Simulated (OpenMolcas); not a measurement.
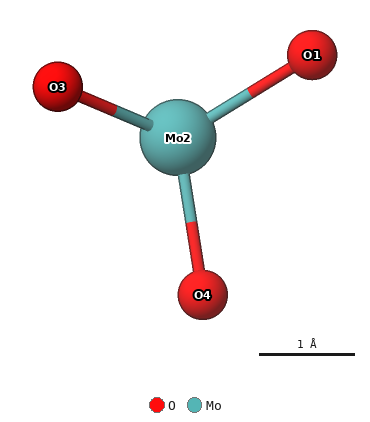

**Figure 1.** The structure as given in the input (ball-and-stick view, seen at a tilt; atoms are numbered from 1 in the order of the input). Sticks mark near contacts. Bond lengths as drawn: Mo–O 1.69 Å.

**MoO3: excited-state calculation (part 1 of 2)**

The run: excited-state calculation of MoO3, SMILES [O]=[Mo](=[O])=[O]. Method and program: MC-PDFT (ftBLYP)/ANO-RCC-VDZP, DKH2 (OpenMolcas 26.06).

The geometry comes from this level: PBE0-D4/def2-TZVP.

Input
```
&GATEWAY
 Coord
 4
 bohr
 O     -1.82925489    -0.28308097     2.38577923
 Mo    -0.26097118    -0.63589284    -0.37851214
 O      2.84781727    -1.14819759     0.16780768
 O     -0.65233346     1.95322092    -2.21362518
 Basis = ANO-RCC-VDZP
 Group = NoSym
 RICD

&SEWARD

&RASSCF
 FileOrb = $CurrDir/step2.RasOrb
 Spin = 1
 Nactel = 2 0 0
 Inactive = 32
 Ras2 = 2
 CIRoot = 3 3 1
 OrbListing = Nothing
 OrbAppear = Compact
 CMSI

&MCPDFT
 KSDFT = FT:BLYP
 MSPDFT
```

Launched with:
```bash
export MOLCAS_MEM=1860
pymolcas step8.inp > step8.log
```

What the program printed
```
--- Start Module: gateway ---

                                              &GATEWAY

                       available to each process: 1.9 GB of memory, 1 thread

++    Symmetry information:
      ---------------------

                    Character Table for C1

                             E
                    a        1  x, y, xy, Rz, z, xz, Ry, yz, Rx, I
--

++    Basis set information:
      ----------------------

      Basis set label: O.ANO-RCC...3S2P1D.

      Electronic valence basis set:
      ------------------
      Associated Effective Charge   8.000000 au
      Associated Actual Charge      8.000000 au
      Nuclear Model: Point charge

      Shell  nPrim  nBasis  Cartesian Spherical Contaminant
         s      14       3        X
         p       9       2        X
         d       4       1                 X

      Basis set label: MO.ANO-RCC...6S5P3D1F.

      Electronic valence basis set:
      ------------------
      Associated Effective Charge  42.000000 au
      Associated Actual Charge     42.000000 au
      Nuclear Model: Point charge

      Shell  nPrim  nBasis  Cartesian Spherical Contaminant
         s      21       6        X
         p      18       5        X
         d      13       3                 X
         f       6       1                 X

      Basis set label: O.ANO-RCC...3S2P1D.

      Electronic valence basis set:
      ------------------
      Associated Effective Charge   8.000000 au
      Associated Actual Charge      8.000000 au
      Nuclear Model: Point charge

      Shell  nPrim  nBasis  Cartesian Spherical Contaminant
         s      14       3        X
         p       9       2        X
         d       4       1                 X
--

++    Molecular structure info:
      -------------------------

                    ************************************************
                    **** Cartesian Coordinates / bohr, angstrom ****
                    ************************************************

     Center  Label                x              y              z                     x              y              z
        1      O1              -1.829255      -0.283081       2.385779             -0.968000      -0.149800       1.262500
        2      MO2             -0.260971      -0.635893      -0.378512             -0.138100      -0.336500      -0.200300
        3      O3               2.847817      -1.148198       0.167808              1.507000      -0.607600       0.088800
        4      O4              -0.652333       1.953221      -2.213625             -0.345200       1.033600      -1.171400

                    ***************************************
                    *    InterNuclear Distances / bohr    *
                    ***************************************

               1 O1            2 MO2           3 O3            4 O4
    1 O1       0.000000
    2 MO2      3.197702        0.000000
    3 O3       5.248126        3.197732        0.000000
    4 O4       5.247924        3.197548        5.247959        0.000000

                    *******************************************
                    *    InterNuclear Distances / angstrom    *
                    *******************************************

               1 O1            2 MO2           3 O3            4 O4
    1 O1       0.000000
    2 MO2      1.692151        0.000000
    3 O3       2.777189        1.692167        0.000000
    4 O4       2.777082        1.692070        2.777100        0.000000
--

            Nuclear Potential Energy            351.81580524 au

--- Stop Module: gateway /rc=_RC_ALL_IS_WELL_ ---
--- Module gateway spent 10 seconds ---

--- Start Module: seward ---

                                              &SEWARD

                       available to each process: 1.9 GB of memory, 1 thread

               SEWARD will generate:
                  Multipole Moment integrals up to order  2
                  Kinetic Energy integrals
                  Nuclear Attraction integrals (point charge)
                  One-Electron Hamiltonian integrals
                  Velocity integrals
                  Relativistic Douglas-Kroll-Hess integrals:
                    - Parametrization         : EXP
                    - DKH order of Hamiltonian: 2
                    - DKH order of Properties : 0
                         - multipole moment operators
                         - electric potential operators
                         - contact operators
                  Orbital angular momentum around ( -0.1350  -0.3695  -0.2167 )
                  Velocity quadrupole around ( -0.1350  -0.3695  -0.2167 )
                  Atomic mean-field integrals
                  RI decomposed two-electron repulsion integrals stored Cholesky style
                   - acCD auxiliary basis
                   - CD Threshold:   1.00E-04

                   Integrals are discarded if absolute value <: 1.00E-14
                   Integral cutoff threshold is set to       <: 1.00E-16

            Nuclear Potential Energy            351.81580524 au

      Basis set specifications :
      Symmetry species         a
      Basis functions           85

--- Stop Module: seward /rc=_RC_ALL_IS_WELL_ ---
--- Module seward spent 7 seconds ---

--- Start Module: rasscf ---

                                              &RASSCF

                       available to each process: 1.9 GB of memory, 1 thread

      Header of the ONEINT file:
      --------------------------

      OrdInt status: non-squared

      Cartesian coordinates in angstrom:
      -----------------------------------------------------
      No.  Label        X            Y            Z
      -----------------------------------------------------
       1   O1        -0.96800000  -0.14980000   1.26250000
       2   MO2       -0.13810000  -0.33650000  -0.20030000
       3   O3         1.50700000  -0.60760000   0.08880000
       4   O4        -0.34520000   1.03360000  -1.17140000
      -----------------------------------------------------
      Nuclear repulsion energy =  351.81580524

++    Wave function specifications:
      -----------------------------

      Number of closed shell electrons          64
      Number of electrons in active shells       2
      Max number of holes in RAS1 space          0
      Max nr of electrons in RAS3 space          0
      Number of inactive orbitals               32
      Number of active orbitals                  2
      Number of secondary orbitals              51
      Spin quantum number                      0.0
      State symmetry                             1
--

++    Orbital specifications:
      -----------------------

      Symmetry species                           1
                                                 a
      Frozen orbitals                            0
      Inactive orbitals                         32
      Active orbitals                            2
      RAS1 orbitals                              0
      RAS2 orbitals                              2
      RAS3 orbitals                              0
      Secondary orbitals                        51
      Deleted orbitals                           0
      Number of basis functions                 85
--

++    CI expansion specifications:
      ----------------------------

      Number of CSFs                             3
      Number of spin combinations                3
      Number of determinants                     4
      Number of root(s) required                 3
      Root chosen for geometry opt.              3
      CI roots used                              1     2     3
      weights                                0.333 0.333 0.333
      highest root included in the CI            3
      max. size of the explicit Hamiltonian      3
--

++    Optimization specifications:
      ----------------------------

      RASSCF algorithm: LK RI/DF
      Maximum number of macro iterations       200
      Maximum number of SX iterations          100
      Threshold for RASSCF energy            1.000E-08
      Threshold for max MO rotation          1.000E-01
      Threshold for max BLB element          1.000E-04
      Level shift parameter                  5.000E-01
      Make Quasi-Newton update
--

      The MO-coefficients are taken from the file:
      step2.RasOrb
      Title: RASSCF average (pseudo-natural) orbitals

      Total molecular charge    0.00

      ************************************************************************************************************************
      *                                            Wave function control section                                             *
      ************************************************************************************************************************

                                         RASSCF iterations: Energy and convergence statistics
                                         ----------------------------------------------------

          iter iter root      energy       change     param      element    value   shift minimum  type update hh:mm:ss
 Nr of preliminary CI iterations:   1
      Total energies have been shifted. Add                -4000.00 au
        1   1    3    0  -270.25680870    0.00E+00   1.51E-05   30  35 1 -1.12E-05   0.29   0.00    SX    NO    0:00:00
        2   1    3    0  -270.25680870   -2.45E-09   1.43E-05   29  33 1  9.00E-06   0.29   0.00    SX    NO    0:00:00
        3   1    3    0  -270.25680870   -1.34E-09   1.36E-05   29  33 1  8.58E-06   0.29   0.00    SX    NO    0:00:00
        4   1    3    0  -270.25680870   -9.30E-10   1.29E-05   29  33 1  8.12E-06   0.29   0.00    SX    NO    0:00:00
      Convergence after  4 iterations
        5   1    3    0  -270.25680870   -7.09E-10   1.29E-05   29  33 1  7.72E-06   0.29   0.00    SX    NO    0:00:00

    CMS INTERMEDIATE-STATE OPTIMIZATION
     START MATRIX          XMS INTERMEDIATE STATES
     OPT ALGO                               NEWTON
     Q_a-a THRESHOLD                      1.00E-08
     GRAD  THRESHOLD                      1.00E-10
     MAX CYCLES                                100
     MIN CYCLES                                  5
 =======================================================================
      Cycle       Q_a-a        Difference  # Pos.     Largest    Step
                                           Hessian    Gradient   Scaled
 -----------------------------------------------------------------------
         0      2.18429904     0.00E+000      0     0.0000E+000   1.0
         1      2.18429904     6.16E-009      0     7.1343E-005   1.0
         2      2.18429904    -8.88E-016      0     2.8383E-012   1.0
         3      2.18429904    -2.66E-015      0     2.8700E-017   1.0
         4      2.18429904    -1.33E-015      0     3.6626E-016   1.0
         5      2.18429904     1.33E-015      0     2.0085E-016   1.0
    CONVERGENCE REACHED
 =======================================================================

 =======================================================================

           Do_Rotate.txt is found in scratch directory.
           Following properties are for CMS intermediate states.

 =======================================================================

      ************************************************************************************************************************
                                                      Wave function printout:
                       occupation of active orbitals, and spin coupling of open shells (u,d: Spin up or down)
      ************************************************************************************************************************

      Note: transformation to natural orbitals
      has been made, which may change the order of the CSFs.

      printout of CI-coefficients larger than  0.05 for root  1
      energy=   -4270.363416
      conf/sym  11     Coeff  Weight
             1  20   0.61033 0.37250
             2  ud   0.68968 0.47566
             3  02   0.38967 0.15184

      printout of CI-coefficients larger than  0.05 for root  2
      energy=   -4270.327260
      conf/sym  11     Coeff  Weight
             1  20  -0.68968 0.47566
             2  ud   0.22065 0.04869
             3  02   0.68968 0.47566

      printout of CI-coefficients larger than  0.05 for root  3
      energy=   -4270.079750
      conf/sym  11     Coeff  Weight
             1  20   0.38967 0.15184
             2  ud  -0.68968 0.47566
             3  02   0.61033 0.37250

      Natural orbitals and occupation numbers for root  1
      sym 1:   2.000000   0.000000

      Natural orbitals and occupation numbers for root  2
      sym 1:   1.000000   1.000000

      Natural orbitals and occupation numbers for root  3
      sym 1:  -0.000000   2.000000

      ************************************************************************************************************************
      *                                                    Final results                                                     *
      ************************************************************************************************************************

++    Final optimization conditions:
      ------------------------------

      Average CI energy                           -4270.25680870
      RASSCF energy for state  3                  -4270.07974956
      Super-CI energy                                -0.00000000
      RASSCF energy change                           -0.00000000
      Max change in MO coefficients               8.435E-06
      Max non-diagonal density matrix element     1.285E-05
      Maximum BLB matrix element                  7.716E-06
      (orbital pair  29,  33 in symmetry   1)
      Norm of electronic gradient            4.660E-01
--

      Final state energy(ies):
      ------------------------

::    RASSCF root number  1 Total energy:  -4270.36341616
::    RASSCF root number  2 Total energy:  -4270.32726038
::    RASSCF root number  3 Total energy:  -4270.07974956
      Von Neumann Entropy (Root   1) =  0.00000

      Mulliken population analysis for root number:  1
      -----------------------------------------------

++    Molecular charges:
      ------------------

      Mulliken charges per centre
      ---------------------------

                O1      MO2     O3      O4
      Total    8.8275 39.5178  8.8275  8.8272

      N-E     -0.8275  2.4822 -0.8275 -0.8272

      Total electronic charge=   66.000000

      Total            charge=   -0.000000
--

      Expectation values of various properties for root number:  1
      -----------------------------------------------------------

++    Molecular properties:
      ---------------------

      Charge (e):
                      =   -0.0000
      Dipole Moment (debye):
      Origin of the operator (angstrom)=   -0.0714   -0.1955   -0.1147
                   X= -2.8192E+00               Y= -5.9590E+00               Z= -3.6207E+00           Total=  7.5211E+00
      Quadrupole Moment (debye*angstrom):
      Origin of the operator (angstrom)=   -0.0714   -0.1955   -0.1147
                  XX= -4.7890E+01              XY=  4.8460E+00              XZ=  2.9434E+00              YY= -3.9932E+01
                  YZ=  6.2206E+00              ZZ= -4.6403E+01
      In traceless form (debye*angstrom)
                  XX= -4.7225E+00              XY=  7.2690E+00              XZ=  4.4151E+00              YY=  7.2139E+00
                  YZ=  9.3308E+00              ZZ= -2.4914E+00
--

      LoProp population analysis for root number:  1
      -----------------------------------------------

++    LoProp analysis:
      ----------------

++    Static properties:
      ------------------

      LoProp Charges per center
```
